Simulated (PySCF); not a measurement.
## Electronic structure of C4H7N3Si in real space

Input file:

```
{"job": {"kind": "uv", "xc": "PBE0", "basis": "def2-SVPD", "nstates": 8, "ntriplets": 3}, "charge": 0, "multiplicity": 1}
C     -2.468394    -1.162034    -0.121589
C     -1.162055    -0.958361    -0.063089
N     -0.600770     0.311473    -0.027316
N     -1.345985     1.418266    -0.051781
N     -0.576406     2.434913    -0.008553
C      0.700512     2.017051     0.046799
C      0.724861     0.634474     0.036310
Si     2.157649    -0.565320     0.091987
H     -2.874597    -2.155867    -0.148350
H     -3.152393    -0.331998    -0.143747
H     -0.435027    -1.757608    -0.039018
H      1.516803     2.707792     0.089906
H      3.382117     0.224234     0.157663
H      2.008454    -1.416144     1.276735
H      2.120816    -1.392882    -1.117871
```

Command:

```sh
OMP_NUM_THREADS=1 python probes_run.py task.json out
```

Geometry: GFN2-xTB.

These are results of PBE0/def2-SVPD, SCF density, gas phase in PySCF, not measurements.

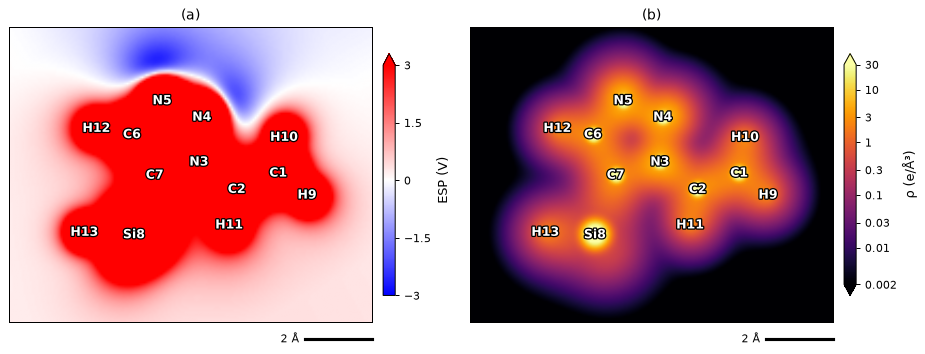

Figure 1. (a) electrostatic potential; (b) total electron density on the plane of atoms C6, C7 and Si8.

### What do the fields say about this system?

The plane passes through C, N, Si and H nuclei.
N–N (1.28 Å): ρ is about 3 e/Å³ halfway.
C–C (1.32 Å): ρ is about 2.3 e/Å³ halfway.
C–N (1.34 Å): the density is about 2.5 e/Å³ at the midpoint.
C–Si (1.87 Å): ρ at the midpoint is about 0.94 e/Å³.
C–H (1.07 Å): ρ is about 2.1 e/Å³ halfway.
Outside the dense part of the molecule the potential is most negative (−2.6 V) near N5.

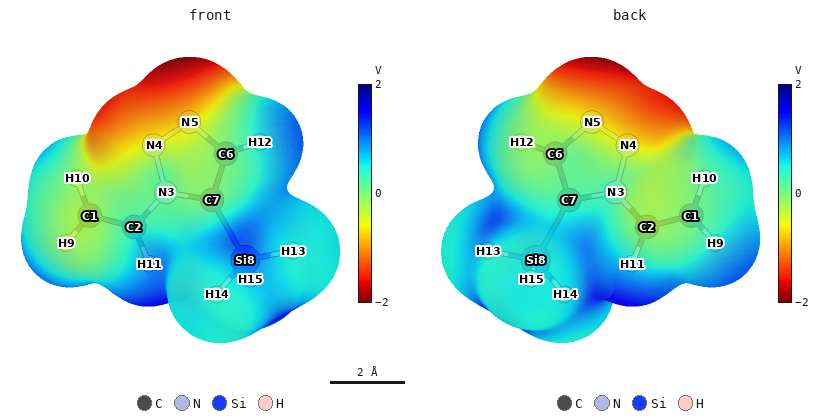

Figure 2. The electrostatic potential painted on the density surface at 0.002 e/bohr³, seen from the front and from behind; the colour scale runs from red (negative) to blue (positive).

### Describe the electrostatic potential map.

The most negative region (about −1.9 V) lies over N5, the most positive (about +1.6 V) over Si8 and H11. N5 is the likeliest acceptor of a hydrogen bond.
